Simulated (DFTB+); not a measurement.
**Energy and gradient calculation, with input and output: C₃H₉FOSi**

System: C₃H₉FOSi, SMILES CC(F)OC[SiH3].
Method: GFN2-xTB, R-SCC, dispersion built in (DFTB+ 25.1).

The geometry: force field.

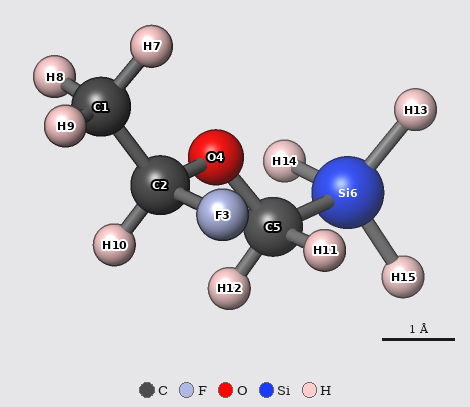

*The structure (ball-and-stick view, seen at a tilt; atoms are numbered from 1 in the order of the input).*

## Input file (dftb_in.hsd)
```
# GFN2-XTB energy and gradient
Geometry = xyzFormat {
  <<< "mol.xyz"
}

Hamiltonian = xTB {
  Method = "GFN2-xTB"
  MaxSCCIterations = 100
  Mixer = DIIS {}
}

Analysis = {
  PrintForces = Yes
}

Options = {
  WriteResultsTag = Yes
}

ParserOptions = {
  ParserVersion = 14
}
```

## File mol.xyz
```
15

C     -1.188500    -2.170800     0.797700
C     -0.003000    -1.290100     0.557500
F      0.522100    -0.986900     1.747300
O     -0.295600    -0.053700    -0.071900
C      0.761800     0.794600    -0.275300
Si     0.412500     2.448300    -1.119800
H     -1.931100    -1.581400     1.410900
H     -1.692700    -2.343200    -0.168500
H     -0.980400    -3.039200     1.344800
H      0.737300    -1.825300    -0.025800
H      1.184200     1.030800     0.743200
H      1.533900     0.273300    -0.827400
H     -0.610500     3.281300    -0.368300
H     -0.143700     2.215300    -2.472000
H      1.671900     3.196300    -1.243100
```

Machine: 1 thread of Intel Xeon @ 2.50GHz (Skylake/Cascade Lake), 189 GiB of memory available, shared host.

Run as:
```bash
dftb+ > run.log
```

## Output
```
|  DFTB+ development version (commit: a23bfb2)

Reading input file 'dftb_in.hsd'
Parser version: 14

--------------------------------------------------------------------------------

Processed input in HSD format written to 'dftb_pin.hsd'

Starting initialization...
--------------------------------------------------------------------------------
OpenMP threads:              1
Chosen random seed:          2386421
Current stacksize:           unlimited
Mode:                        Static calculation
Self consistent charges:     Yes
SCC-tolerance:                 0.100000E-04
Max. scc iterations:                    100
Shell resolved Hubbard:      Yes
Spin polarisation:           No
Nr. of up electrons:            19.000000
Nr. of down electrons:          19.000000
Periodic boundaries:         No
Electronic solver:           Relatively robust
Mixer:                       DIIS mixer
Mixing parameter:                  0.200000
Nr. of chrg. vectors to mix:              6
Max. SCC-cycles:                        100
tblite library version:      0.3.0
-> parametrization:          GFN2-xTB
-> repulsion:                Yes
-> dispersion:               Yes
-> halogen bonding:          No
-> electrostatics:           Yes
   -> isotropic:             Yes
   -> anisotropic:           Yes
   -> third-order:           Yes
Electronic temperature:              0.950045E-03 H      0.258520E-01 eV
Initial charges:             Set automatically (system chrg:   0.000E+00)
Included shells:             C:  s, p
                             F:  s, p
                             O:  s, p
                            Si:  s, p, d
                             H:  s
Extra options:
                             Mulliken analysis
                             Force calculation
Force type                   original

--------------------------------------------------------------------------------

***  Geometry step: 0

 iSCC Total electronic   Diff electronic      SCC error
    1   -0.21516995E+02    0.00000000E+00    0.98912294E+00
    2   -0.18102774E+02   -0.21516995E+02    0.29959021E+01
    3   -0.20209928E+02    0.34142203E+01    0.21359917E+01
    4   -0.21348496E+02   -0.21071536E+01    0.12622092E+01
    5   -0.21338259E+02   -0.11385681E+01    0.12452951E+01
    6   -0.21654689E+02    0.10237572E-01    0.61778404E+00
    7   -0.21657778E+02   -0.31643048E+00    0.39948391E+00
    8   -0.21673921E+02   -0.30892774E-02    0.25152510E+00
    9   -0.21681711E+02   -0.16142622E-01    0.44220053E+00
   10   -0.21682567E+02   -0.77902991E-02    0.25588920E+00
   11   -0.21692738E+02   -0.85597892E-03    0.13695164E+00
   12   -0.21695241E+02   -0.10171003E-01    0.36600627E-01
   13   -0.21694447E+02   -0.25024348E-02    0.23821627E-01
   14   -0.21695110E+02    0.79378683E-03    0.10515893E-01
   15   -0.21695064E+02   -0.66294776E-03    0.38797957E-02
   16   -0.21695043E+02    0.45685481E-04    0.76084730E-03
   17   -0.21695031E+02    0.20841591E-04    0.16269394E-03
   18   -0.21695034E+02    0.12155685E-04    0.63926547E-04
   19   -0.21695034E+02   -0.27889198E-05    0.67554019E-04
   20   -0.21695034E+02   -0.52054130E-06    0.12913947E-04
   21   -0.21695034E+02    0.71156186E-06    0.26117707E-05

Total Energy:                      -21.5240299324 H         -585.6987 eV
Extrapolated to 0K:                -21.5240299324 H         -585.6987 eV
Total Mermin free energy:          -21.5240299324 H         -585.6987 eV
Force related energy:              -21.5240299324 H         -585.6987 eV

--------------------------------------------------------------------------------
--------------------------------------------------------------------------------
SCC                                    +       0.06 ( 83.5%)       0.60 ( 98.0%)
--------------------------------------------------------------------------------
Missing                                +       0.01 ( 16.5%)       0.01 (  2.0%)
Total                                  =       0.07 (100.0%)       0.61 (100.0%)
--------------------------------------------------------------------------------
```

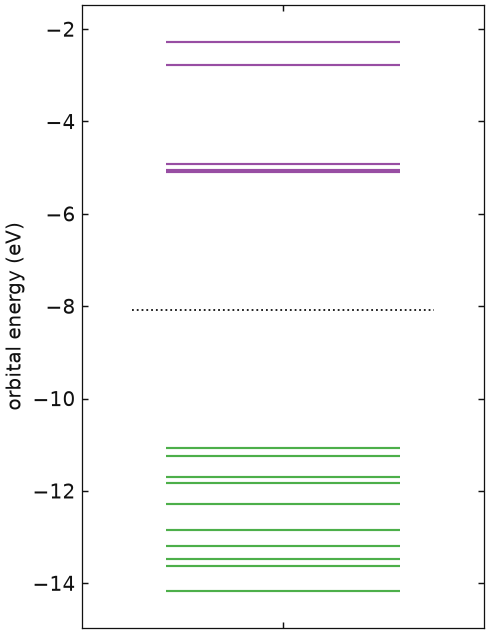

*Orbital energies near the frontier; the dotted line parts filled from empty levels, and levels within 0.02 eV of each other stand side by side.*

Highest filled −11.07 eV, lowest empty −5.10 eV, 5.97 eV apart.

## Key numbers

- outcome: converged
- total energy: −21.524030 hartree
- basis functions: 38
- largest force: 3.352 eV/Å
- HOMO: −11.07 eV
- LUMO: −5.10 eV
- dipole moment: 1.58 D
- wall time: 0.71 s
- peak memory: 0.07 GiB

Settings chosen away from the usual ones: mixer.
